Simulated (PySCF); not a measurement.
NdB (octet)

```xyz
2

Nd    0.0000    0.0000   -0.1685
B     0.0000    0.0000    2.1725
```

Theory: PBE0/x2c-SVPall, spin-free X2C-1e, Gaussian nucleus, at a bond length of 2.341 Å in PySCF 2.14.0.

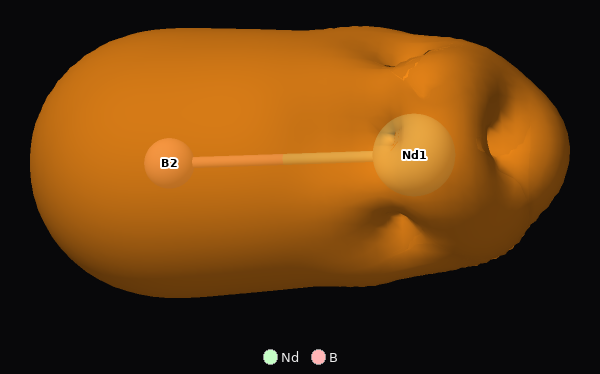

Figure 1. Isosurface of the spin density (α minus β) at +0.06 e/Å³ (orange), seen from one side.

Which atoms carry the spin?

The unpaired spin (7 electrons) lies mostly on Nd1 (about 5.2) and B2 (about 1.8), in electrons by Hirshfeld's partition.

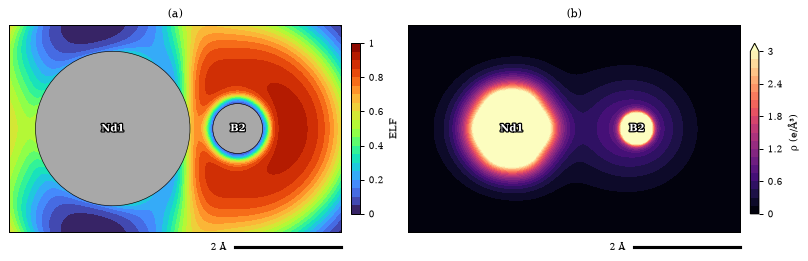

Figure 2. (a) ELF; (b) electron density on a plane that holds the molecular axis. Grey discs cover the atomic cores in the ELF map.

Interpret the plot.

- The plane passes through Nd and B nuclei.
- Nd–B (2.34 Å): the density is about 0.61 e/Å³ at the midpoint, with its minimum of 0.51 e/Å³ about 1.3 Å from Nd; the ELF peaks at about 0.70 in the valence shell of B, 0.8 Å from its nucleus, and is about 0.45 at the midpoint.

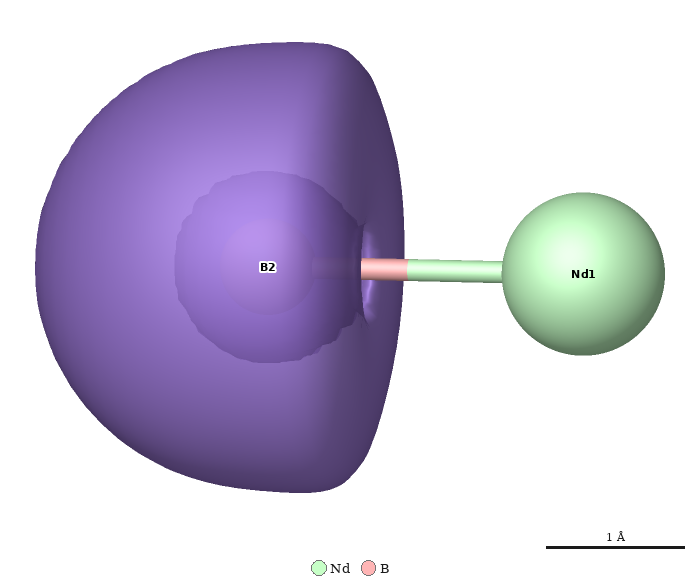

Figure 3. Isosurface of the ELF at 0.75 (purple), seen from one side. Only the valence region is drawn (cores and ρ < 0.01 e/Å³ removed).

What do the ELF domains correspond to?

The surface consists of one ring or bowl of non-bonding electrons around B.
